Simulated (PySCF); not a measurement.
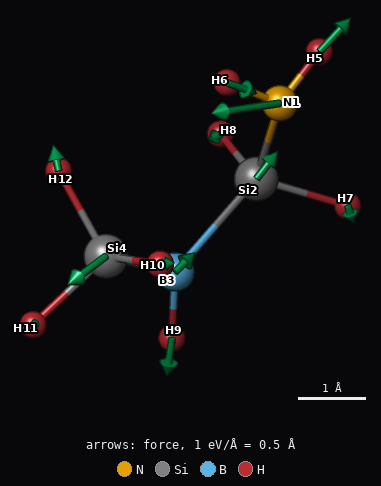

Starting geometry of BSi2NH8 with the computed forces as green arrows. The picture is a ball-and-stick view, seen from a free direction.

The start comes from GFN2-xTB. Its atoms were then displaced at random by about 0.01 Å.

Theory: PBE0-D3(BJ)/def2-SVP geometry optimisation, gas phase in PySCF 2.14.0, density-fitted response routines. 

What follows when this structure is relaxed?

Answer. It isn't relaxed: the largest force vector, on N1, is 2.70 eV/Å. The final displacements have little in common with the starting forces (cosine between the two patterns 0.13). The energy falls by 7.19 kcal/mol in 9 geometry steps. H12 moves most after the best rigid fit: 0.46 Å. Largest moves by element: H 0.46 Å, N 0.23 Å, Si 0.08 Å, B 0.05 Å. Some distances before and after: B3–Si4 1.936 → 2.012 Å, B3–H9 1.160 → 1.210 Å, Si4–H12 1.461 → 1.499 Å, Si2–B3 1.974 → 2.008 Å. Among the angles between lasting bonds that change: B3–Si4–H10 113.2° → 105.1°, B3–Si2–H7 118.1° → 110.8°, N1–Si2–H7 100.7° → 107.3°.
